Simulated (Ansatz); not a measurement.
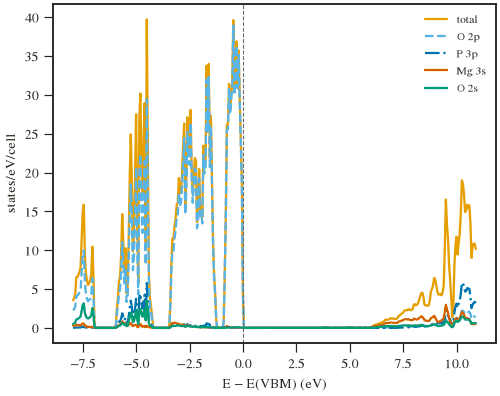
Figure. Total and projected density of states of Mg$_{3}$P$_{2}$O$_{8}$ in space group P2_1/c (No. 14; Pearson symbol mP26), plane-wave PAW r²SCAN (Ansatz code)

Which orbitals carry the states next to the gap?

Top 1 eV of the valence band: O 2p 98 %. Bottom 1 eV of the conduction band: Mg 3s 59 %, O 2s 22 %, outside the projected shells 10 %. Projections are on Löwdin-orthogonalised atomic valence shells; empty p or d shells of many metals are not among them.

Where is the tallest occupied peak in this window, and what makes it?

Near -4.5 eV, about 40 states/eV per cell; the largest projected share is O 2p.

The first step of the workflow began from a Materials Project structure, measured or hypothetical; the Crystallography Open Database files this formula in space group No. 14, but the cells were not matched. Whether it is the stable phase at ambient conditions was not checked. Symmetry was held in the r²SCAN relaxation; its stability against distortions is not shown here.

Potentials: the later of the program's two PAW sets.
